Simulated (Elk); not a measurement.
# CuO (Tenorite): which magnetic order is lowest, part 2 of 2

Does CuO (Tenorite) prefer parallel or opposed moments, or none?

Elk 11.2.3 (patched build); PBE with U = 6.00 eV on Cu d; all-electron APW+lo, Dirac cores, scalar-relativistic bands.

So far. Step 2 (Start 1: ferro ++): After 27 cycles the largest moment stands at 0.732 μB.

### Step 3. Order 2, typed as antiferro +-

An opposed order shows whether the pairs that it reverses prefer unlike signs.

elk.in reads:

```
tasks
  0

xctype
  20

rgkmax
  7.0

nempty
  8

swidth
  0.001837

reducebf
  0.6

epsengy
  1e-05

maxscl
  100

lmaxi
  3

lmaxo
  10

lmaxapw
  10

spinpol
  .true.

sppath
  './'

avec
  4.42545512495 -3.23388831707 0.00000000000
  4.42545512495 3.23388831707 0.00000000000
  -1.60631903507 0.00000000000 9.55798793011

atoms
  2
  'Cu.in'
  2
  0.0000000000 0.5000000000 0.0000000000   0.000000 0.000000 -0.100000
  0.5000000000 0.0000000000 0.5000000000   0.000000 0.000000 0.100000
  'O.in'
  2
  0.5816000000 0.4184000000 0.2500000000   0.000000 0.000000 0.000000
  0.4184000000 0.5816000000 0.7500000000   0.000000 0.000000 0.000000

ngridk
  8 8 8

dft+u
  1 1
  1 2 0.220496 0.000000
```

On the command line:

```bash
OMP_NUM_THREADS=8 elk
```

Numbers of over 12 decimals in the logs are rounded to 6 here.

Output:

```text
Warning(init1): few empty states an atom for a second variation :    8.000000000
 they are its basis, with spin, DFT+U, afieldc (12 by default), in Hartree-Fock and RDMFT; 30 and more for pressures
Warning(gndstate): core states of species 1 leak from the muffin-tin :   0.9446415575E-03

--- INFO.OUT ---
┌─────────────────────────┐
│ Elk code version 11.2.3 │
└─────────────────────────┘

All units are atomic (Hartree, Bohr, etc.)

┌─────────────────────────────────────────────────┐
│ Ground-state run starting from atomic densities │
└─────────────────────────────────────────────────┘

Lattice vectors :
   4.425455125      -3.233888317       0.000000000
   4.425455125       3.233888317       0.000000000
  -1.606319035       0.000000000       9.557987930

Species : 1 (Cu)
 parameters loaded from : Cu.in
 name : copper
 nuclear charge    :   -29.00000000
 electronic charge :    29.00000000
 atomic mass :    115837.2717
 muffin-tin radius :    2.077959018
 number of radial points in muffin-tin :    993
 inner part over the whole radius :   0.9847910658E-02
 number on inner part of muffin-tin    :    698
 approximate nuclear radius :   0.7406004541E-04
 number of mesh points to nuclear radius :    339
 atomic positions (lattice), magnetic fields (Cartesian) :
  1 :   0.00000000  0.00000000  0.00000000    0.00000000  0.00000000 -0.10000000
  2 :   0.50000000  0.50000000  0.50000000    0.00000000  0.00000000  0.10000000

Species : 2 (O)
 parameters loaded from : O.in
 name : oxygen
 nuclear charge    :   -8.000000000
 electronic charge :    8.000000000
 atomic mass :    29165.12205
 muffin-tin radius :    1.558469264
 number of radial points in muffin-tin :    593
 inner part over the whole radius :   0.9915534517E-02
 number on inner part of muffin-tin    :    406
 approximate nuclear radius :   0.5115538663E-04
 number of mesh points to nuclear radius :    175
 atomic positions (lattice), magnetic fields (Cartesian) :
  1 :  -0.41840000 -0.08160000  0.25000000    0.00000000  0.00000000  0.00000000
  2 :   0.41840000  0.08160000 -0.25000000    0.00000000  0.00000000  0.00000000

Total number of atoms per unit cell :    4
Total muffin-tin volume :    106.8786495
 ratio of muffin-tin to unit cell volume :   0.3906713160

Spin treatment :
 spin-polarised
 global magnetic field (Cartesian) :    0.000000000       0.000000000       0.000000000
 collinear magnetisation in z-direction

Number of Bravais lattice symmetries :    4
Number of crystal symmetries         :    4
Crystal has inversion symmetry
Real symmetric eigensolver will be used

k-point grid :      8     8     8
k-point offset :    0.000000000       0.000000000       0.000000000
k-point set is reduced with full crystal symmetry group
Total number of k-points :      150

Muffin-tin radius times maximum |G+k| :    7.000000000
 using average radius
Maximum |G+k| for APW functions       :    3.849931558
Maximum (1/2)|G+k|²                   :    7.410986500
Maximum |G| for potential and density :    12.00000000
Constant for pseudocharge density :    6
 order of it for each species :   13  13
 order of it for pair densities of each species (exact exchange by exxq0 0: 17) :   13   5
Radial integration step length :    1

G-vector grid sizes :     21    21    40
Number of G-vectors :     7981

Maximum angular momentum used for
 APW functions            :   10
 outer part of muffin-tin :   10
 inner part of muffin-tin :    3

Number of empty states         :     32
Total number of valence states :    112
Total number of core states    :     28

Third-order local-orbitals added for an l without core states : T
Total number of local-orbitals :     60

Exchange-correlation functional :     20     0     0
 Perdew-Burke-Ernzerhof, Phys. Rev. Lett. 77, 3865 (1996)
 gradient requirement :    1
 generalised gradient approximation (GGA)

DFT+U calculation
 fully localised limit (FLL)
 see Phys. Rev. B 52, R5467 (1995)
 species : 1 (Cu), l = 2, U =   0.22049600, J =   0.00000000

Smearing type :    3
 Fermi-Dirac
Smearing width :   0.1837000000E-02
Effective electronic temperature (K) :    580.0787206

Mixing type :    3
 Broyden mixing, J. Phys. A: Math. Gen. 17, L317 (1984)

Kohn-Sham potential initialised from atomic data

┌──────────────────────────────┐
│ Self-consistent loop started │
└──────────────────────────────┘

┌─────────────────┐
│ Loop number : 1 │
└─────────────────┘

Energies :
 Fermi                       :     0.223773
 sum of occupied eigenvalues :     -1974.7487591451
 electron kinetic            :      3498.6438723985
 core electron kinetic       :      3114.1849417982
 Coulomb                     :     -6807.7438974928
 Coulomb potential           :     -5309.5857069059
 nuclear-nuclear             :     -560.29782460330
 electron-nuclear            :     -7201.9606071897
 Hartree                     :      954.51453430016
 Madelung                    :     -4152.9510440399
 xc potential                :     -163.64045589179
 xc effective B-field        :    -0.114595
 external B-field            :      0.000000
 exchange                    :     -147.62679946737
 correlation                 :     -3.309360
 DFT+U                       :      1.563179
 electron entropic           :    -0.55803506210537E-03
 total energy                :     -3458.4735628250
 (external B-field energy excluded from total)

Density of states at Fermi energy :    47.46452509
 (states/Hartree/unit cell)

Estimated indirect band gap :   0.4530204741E-03
 from k-point 64 to k-point 133
Estimated direct band gap   :   0.4136607716E-02
 at k-point 23

Charges :
 core                        :    28.00000000
 valence                     :    46.00000000
 interstitial                :    5.388453291
 muffin-tins (core leakage)
  species : 1 (Cu)
   atom 1                    :    26.60114798     (  0.1038981802E-02)
   atom 2                    :    26.60114798     (  0.1038981802E-02)
  species : 2 (O)
   atom 1                    :    7.704625374     ( -0.8975641208E-07)
   atom 2                    :    7.704625374     ( -0.8975641208E-07)
 total in muffin-tins        :    68.61154671
 total calculated charge     :    73.99791175
 total charge                :    74.00000000
 error                       :   0.2088247986E-02

Moments :
 interstitial                :   0.8365456107E-16
 muffin-tins
  species : 1 (Cu)
   atom 1                    :    1.221813245
   atom 2                    :   -1.221813245
  species : 2 (O)
   atom 1                    :  -0.5927984001E-19
   atom 2                    :  -0.5927984001E-19
 total in muffin-tins        :  -0.1185596800E-18
 total moment                :   0.8353600139E-16

[... earlier loops left out ...]

┌──────────────────┐
│ Loop number : 26 │
└──────────────────┘

Energies :
 Fermi                       :     0.224707
 sum of occupied eigenvalues :     -1972.7000335489
 electron kinetic            :      3515.7338960697
 core electron kinetic       :      3113.8897849267
 Coulomb                     :     -6825.5011310964
 Coulomb potential           :     -5290.5821629502
 nuclear-nuclear             :     -560.29782460330
 electron-nuclear            :     -7256.3856228028
 Hartree                     :      991.18231630970
 Madelung                    :     -4180.2100496213
 xc potential                :     -197.79335579187
 xc effective B-field        :    -0.58411094739212E-01
 external B-field            :      0.000000
 exchange                    :     -149.05873411120
 correlation                 :     -3.339191
 DFT+U                       :      1.827233
 electron entropic           :    -0.13932799671293E-08
 total energy                :     -3460.3379264614
 (external B-field energy excluded from total)

Density of states at Fermi energy :   0.2618764869E-04
 (states/Hartree/unit cell)

Estimated indirect band gap :   0.5033734917E-01
 from k-point 1 to k-point 132
Estimated direct band gap   :   0.5858740005E-01
 at k-point 132

Charges :
 core                        :    28.00000000
 valence                     :    46.00000000
 interstitial                :    5.009294441
 muffin-tins (core leakage)
  species : 1 (Cu)
   atom 1                    :    27.46551828     (  0.9446415575E-03)
   atom 2                    :    27.46551828     (  0.9446415575E-03)
  species : 2 (O)
   atom 1                    :    7.029834496     ( -0.8439001720E-07)
   atom 2                    :    7.029834496     ( -0.8439001720E-07)
 total in muffin-tins        :    68.99070556
 total calculated charge     :    73.99810207
 total charge                :    74.00000000
 error                       :   0.1897933676E-02

Moments :
 interstitial                :  -0.4990134303E-16
 muffin-tins
  species : 1 (Cu)
   atom 1                    :   0.6794267838
   atom 2                    :  -0.6794267838
  species : 2 (O)
   atom 1                    :  -0.5495344277E-19
   atom 2                    :  -0.5495344277E-19
 total in muffin-tins        :  -0.1099068855E-18
 total moment                :  -0.5001124992E-16

┌──────────────────────────────┐
│ Self-consistent loop stopped │
└──────────────────────────────┘

Warning : core states of species 1 leak from the muffin-tin :   0.9446415575E-03

Wrote STATE.OUT
```

Wall time 17 min (8 threads of Arm Neoverse V1, shared host); peak memory 0.97 GiB.

Spin moment in the muffin-tin sphere by atom:

```csv
atom,spin moment in the muffin-tin sphere (μB)
Cu1,0.679
Cu2,-0.679
O3,0.000
O4,0.000
```

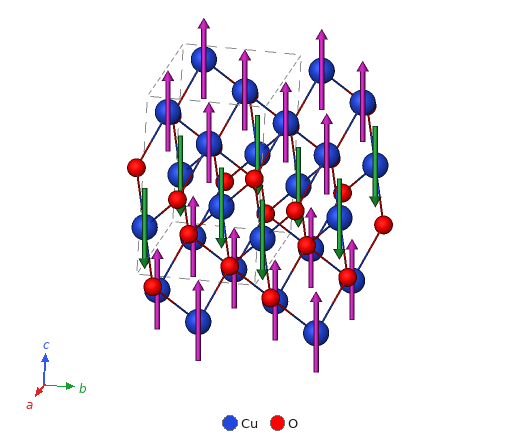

Spin moment in the muffin-tin sphere as arrows, the longest 0.679 μB. Up and down stand for the sign. Arrows give size and sign along the axis of quantisation, drawn up and down the page. The two directions have two colours. 2×2×1 conventional cells are drawn. Some periodic images of atoms are drawn too.

Read from the output:

```yaml
density_of_states_at_the_fermi_level: 9.62e-7 states/eV/cell
moment_between_the_spheres: 0 μB
magnetization: 0 μB
final_state: antiferromagnetic
```

It lies 40.3 meV a seeded atom under the first start, and its largest moment is 0.679 μB against 0.732 μB.

### Step 4. Run 3 (no spin polarisation)

This run holds no moments, which gives a state to set the others against.

Changes to elk.in since step 3:

```diff
@@ -14,5 +14,2 @@
   0.001837
-
-reducebf
-  0.6
 
@@ -33,5 +30,2 @@
 
-spinpol
-  .true.
-
 sppath
@@ -48,4 +42,4 @@
   2
-  0.0000000000 0.5000000000 0.0000000000   0.000000 0.000000 -0.100000
-  0.5000000000 0.0000000000 0.5000000000   0.000000 0.000000 0.100000
+  0.0000000000 0.5000000000 0.0000000000   0.000000 0.000000 0.000000
+  0.5000000000 0.0000000000 0.5000000000   0.000000 0.000000 0.000000
   'O.in'
```

On the command line:

```bash
OMP_NUM_THREADS=8 elk
```

Output:

```text
Warning(init1): few empty states an atom for a second variation :    8.000000000
 they are its basis, with spin, DFT+U, afieldc (12 by default), in Hartree-Fock and RDMFT; 30 and more for pressures
Warning(gndstate): core states of species 1 leak from the muffin-tin :   0.9697293152E-03

--- INFO.OUT ---
┌─────────────────────────┐
│ Elk code version 11.2.3 │
└─────────────────────────┘

All units are atomic (Hartree, Bohr, etc.)

┌─────────────────────────────────────────────────┐
│ Ground-state run starting from atomic densities │
[...]
atom 2                    :    27.56157356     (  0.9697293152E-03)
  species : 2 (O)
   atom 1                    :    6.975392579     ( -0.8540259122E-07)
   atom 2                    :    6.975392579     ( -0.8540259122E-07)
 total in muffin-tins        :    69.07393229
 total calculated charge     :    73.99805213
 total charge                :    74.00000000
 error                       :   0.1947869849E-02

┌──────────────────────────────┐
│ Self-consistent loop stopped │
└──────────────────────────────┘

Warning : core states of species 1 leak from the muffin-tin :   0.9697293152E-03

Wrote STATE.OUT

[key lines of the parts left out:]
total energy                :     -3460.3070630911
```

Wall time 3.5 min (8 threads); peak memory 0.7 GiB; 27 min of CPU time.

This step gave:

```yaml
density_of_states_at_the_fermi_level: 1.855 states/eV/cell
final_state: non-magnetic (no spin polarisation)
```

It lies 380 meV a seeded atom over the first start.

### Step 5. The states side by side

These are free energies at a smearing of 0.05 eV, so its entropy term is in the differences. They are divided by the number of seeded atoms, so that cells of unlike size compare.

Orders:

```csv
start,final state,typed order kept,energy over the lowest (meV a seeded atom),largest sphere moment (μB),net moment (μB a primitive cell),DOS at the Fermi level (states/eV a primitive cell),mesh matched,CPU time (s)
ferro ++,ferromagnetic,yes,40.33,0.7321,2,0,yes,7728
antiferro +-,antiferromagnetic,yes,0,0.6794,0,0,yes,7394
no spin polarisation,non-magnetic,-,419.9,0,0,1.855,yes,1643
```

### Step 6. Outcome

| Property | Result |
| --- | --- |
| lowest state found | antiferromagnetic (typed antiferro +-) |
| largest site moment | 0.679 μB |
| next state | ferromagnetic, 40.3 meV a seeded atom higher |
| run without spin seeds, over the lowest | 420 meV a seeded atom |

The lowest state found is antiferromagnetic, reached from the start antiferro +-, with moments up to 0.679 μB. The next state costs 40 meV a seeded atom. Under a U a spinless open shell is left with part-filled orbitals, which the U penalises, so its energy is no clean measure of what the moments gain. Only 3 starts are shown; other collinear patterns, canted and longer-period orders are not. Under a U a part-filled d shell can order its orbitals; no such lower state was searched for, and the cell's symmetry can forbid it.

[Logs and program files are shortened in this print: banners, set-up blocks, solver, clock and traceback lines can be left out without a mark of their own.]

[Logs are printed without paths, hosts, clocks, repeated set-up lines and the standing remarks that a program may print on its own settings, such as how far it seeks lower states.]

[Hosts, paths, dates, database ids (printed as entryN), source tags and the programs' standing remarks are cut or masked in the printed files.]

[Where a cell is said to come from a database of computed structures, the database is the Materials Project.]
